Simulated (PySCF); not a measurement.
**C2H9BrO2Si2 (SMILES CO[SiH](OC)[SiH2]Br): density, localisation and related maps**

```xyz
16

C    -1.8790   -0.8639    1.2962
O    -0.6374   -0.8328    0.6503
Si    0.2710    0.4241    0.1764
O     1.5518   -0.1655   -0.6093
C     2.5259   -1.0371   -0.1214
Si   -0.6395    1.5928   -1.5568
Br   -2.5824    2.4479   -0.8538
H    -1.7634   -0.6055    2.3503
H    -2.5826   -0.1641    0.8412
H    -2.2731   -1.8769    1.2131
H     0.6590    1.2001    1.3652
H     2.0719   -1.9670    0.2225
H     3.0640   -0.5779    0.7100
H     3.2246   -1.2492   -0.9309
H    -1.0785    0.8855   -2.7637
H     0.0599    2.7985   -2.0005
```

Geometry: GFN2-xTB.

Theory: wB97X-D/def2-SVPD, SCF density, gas phase (PySCF 2.14.0).

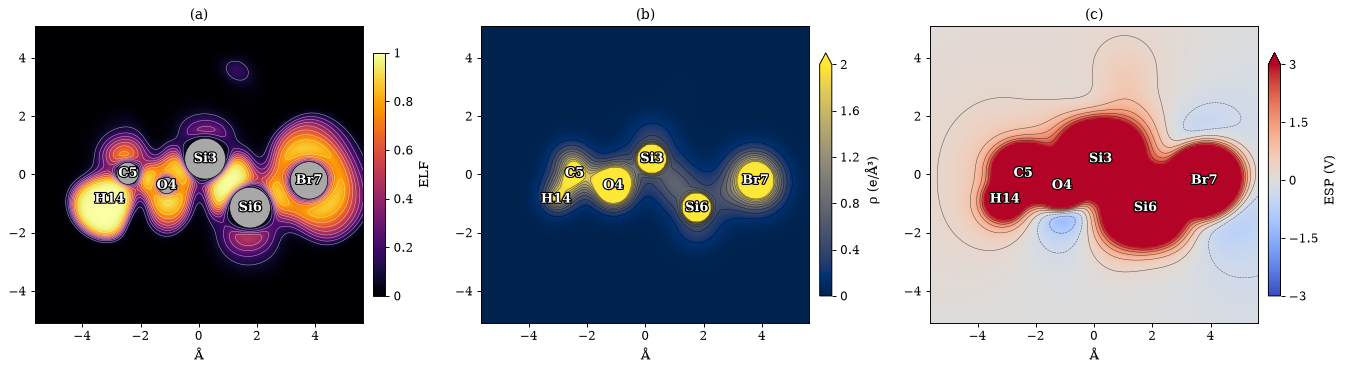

Figure 1. (a) ELF; (b) total electron density; (c) molecular electrostatic potential on the plane of atoms O4, Si3 and Si6. Grey discs cover the atomic cores in the ELF map.

### Describe what can be read from this map.

Atoms in the plane: Si, O, C, Br and H.
C–O (1.40 Å): ρ at the midpoint is about 2.1 e/Å³, with its minimum of 1.7 e/Å³ about 0.5 Å from C; the ELF peaks at about 0.90 between the atoms, as expected for a polar covalent bond.
Si–O (1.61 Å): ρ at the midpoint is about 1.2 e/Å³; the ELF peaks at about 0.85 between the atoms; a polar covalent bond.
Si–Br (2.24 Å): ρ at the midpoint is about 0.74 e/Å³; the ELF peaks at about 0.85 between the atoms: a polar covalent bond.
Si–Si (2.28 Å): the density is about 0.74 e/Å³ at the midpoint; the ELF peaks at about 1 between the atoms: localised, covalent bonding.
C–H (1.09 Å): ρ is about 2 e/Å³ halfway; the ELF climbs to about 1 towards the hydrogen, as it does in any bond to H (a covalent bond by its length).
The ELF also peaks beside Br7 and O4, away from the bonds: lone-pair regions.
Outside the dense part of the molecule the potential is most negative (−1.2 V) near O4.

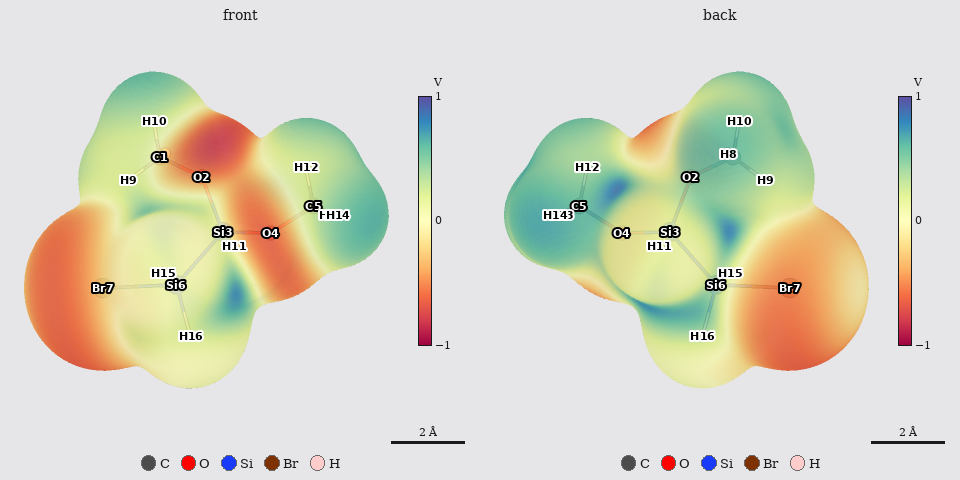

Figure 2. The molecular electrostatic potential painted on the density surface at 0.001 e/bohr³, seen from the front and from behind; the colour scale runs from red (negative) to blue (positive).

### Which sites attract a positive test charge, and which a negative one?

A positive charge is drawn to the negative regions and a negative charge to the positive ones. The most negative region (about −0.8 V) lies over O2, the most positive (about +0.7 V) over Si3 and Si6.

### What dipole moment does the calculation give?

Its dipole moment is 2.56 D.
